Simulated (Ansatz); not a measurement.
# BCl₂H₃Si···HCl: what the fields show

```tsv
atom	x (Å)	y (Å)	z (Å)
B	-0.2817	-0.8706	0.6797
Cl	-1.6393	0.5103	-2.0504
Cl	-0.2692	-2.5438	0.1961
Cl	-1.6213	-0.3073	1.6614
H	-2.3871	0.8953	-1.0846
Si	1.2502	0.3576	0.2166
H	0.8195	1.7790	0.2257
H	2.2991	0.1736	1.2599
H	1.8298	0.0060	-1.1046
```

The product side of a reaction path; geometry: PBE0-D4/def2-TZVP.

Method: Ansatz 0.2.0, RKS PBE0-D4/def2-TZVPP.

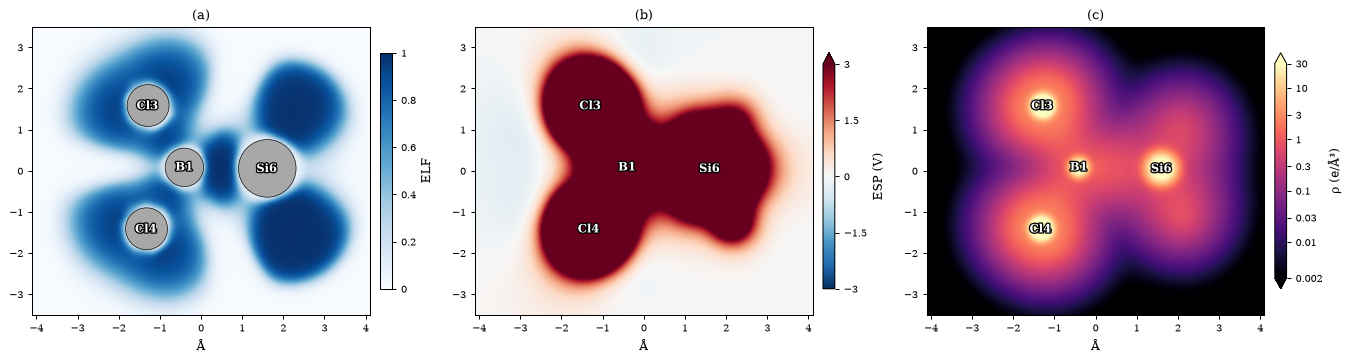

Figure 1. (a) ELF; (b) molecular electrostatic potential; (c) total electron density on the plane of atoms Cl3, B1 and Cl4. Grey discs cover the atomic cores in the ELF map.

Q: What do the fields say about this system?

A:
- The plane passes through B, Cl and Si nuclei.
- B–Cl (1.74 Å): ρ at the midpoint is about 1.4 e/Å³; the ELF peaks at about 0.90 between the atoms, as expected for a polar covalent bond.
- Si–B (2.02 Å): ρ is about 0.81 e/Å³ halfway; the ELF peaks at about 1 between the atoms: a shared electron pair.
- The ELF also peaks beside Cl4 and Cl3, away from the bonds: lone-pair regions.
- Outside the dense part of the complex the potential is most negative (−0.3 V) near Cl3.

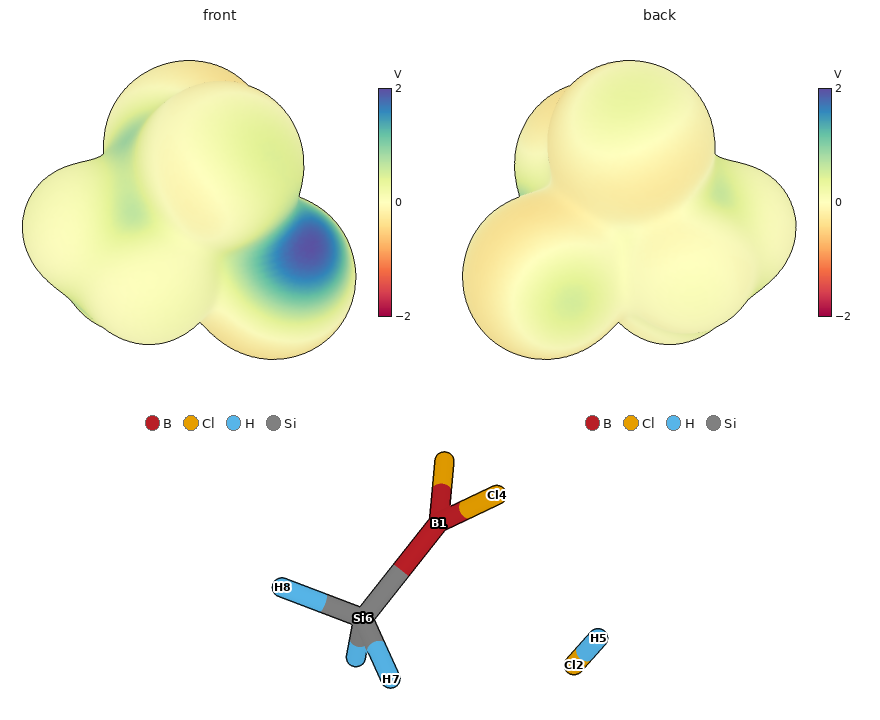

Figure 2. The molecular electrostatic potential painted on the density surface at 0.001 e/bohr³, seen from the front and from behind; red is negative and blue positive. The bare structure is drawn below in the same view.

Q: Describe the electrostatic potential map.

A: The most negative region (about −0.3 V) lies over Cl2, Cl3 and Cl4, the most positive (about +1.9 V) over H5. Cl2 shows a σ-hole: about +0.5 V at the tip opposite its bond, against about −0.2 V on its flanks. Cl3 shows a σ-hole: about +0.3 V at the tip opposite its bond, against about −0.2 V on its flanks.

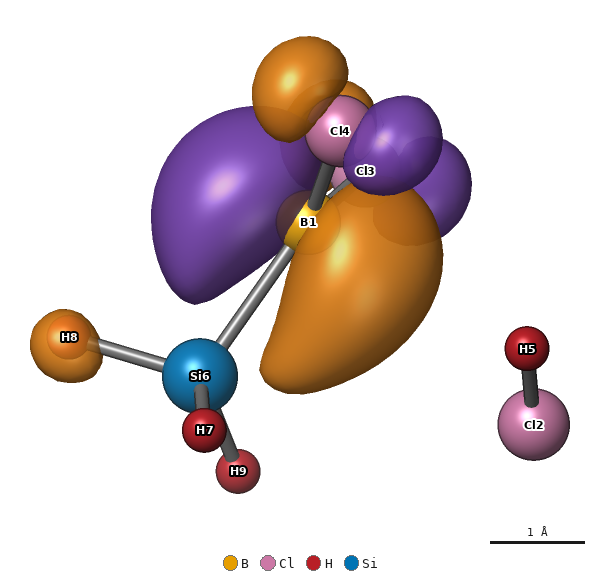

Figure 3. The LUMO at ±0.15 Å⁻³ᐟ² (orange and purple are the two phases), seen at a tilt.

Q: What is the character of this orbital?

A: By Hirshfeld shares it lies mainly on B1 (about 45 %), Cl3 (about 15 %), Cl4 (about 15 %) and Si6 (about 15 %). Its energy is −2.09 eV.
